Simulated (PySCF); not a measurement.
C₄H₄N₂, SMILES `c1ccnnc1`.

Method: CAM-B3LYP/def2-SVPD; geometry: GFN2-xTB; program: PySCF. No frequency check shows the geometry to be a minimum.

Coordinates in Å:

```
C1       0.6903    1.1702    0.0000
C2      -0.6903    1.1702    0.0000
C3      -1.3174   -0.0753    0.0000
N4      -0.6493   -1.2121    0.0000
N5       0.6493   -1.2121    0.0000
C6       1.3174   -0.0753    0.0000
H7       1.2633    2.0853    0.0000
H8      -1.2633    2.0853    0.0000
H9      -2.3942   -0.1699    0.0000
H10      2.3942   -0.1699    0.0000
```

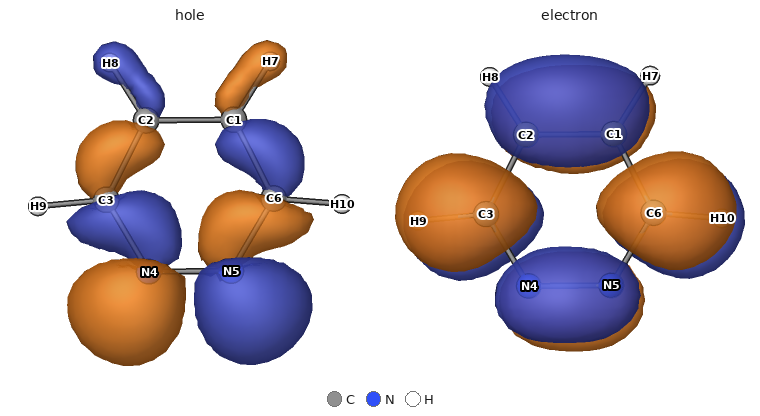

Leading natural transition orbital pair of S₂ (TDA singlet states); the surfaces enclose about 85 % of each orbital's density.

**Give its energy, strength and character.**

4.18 eV (296 nm), f = 0.000 (dark), n → π*; the leading pair carries 100 %; hole on N4 and N5 (38 % each) and C3 and C6 (8 % each), electron on C3 and C6 (24 % each), C1 and C2 (11 % each) and N4 and N5 (10 % each); their centroids lie 1.2 Å apart. In canonical orbitals it is mainly HOMO → LUMO+1 (99 %). The HOMO–LUMO gap is 7.73 eV.
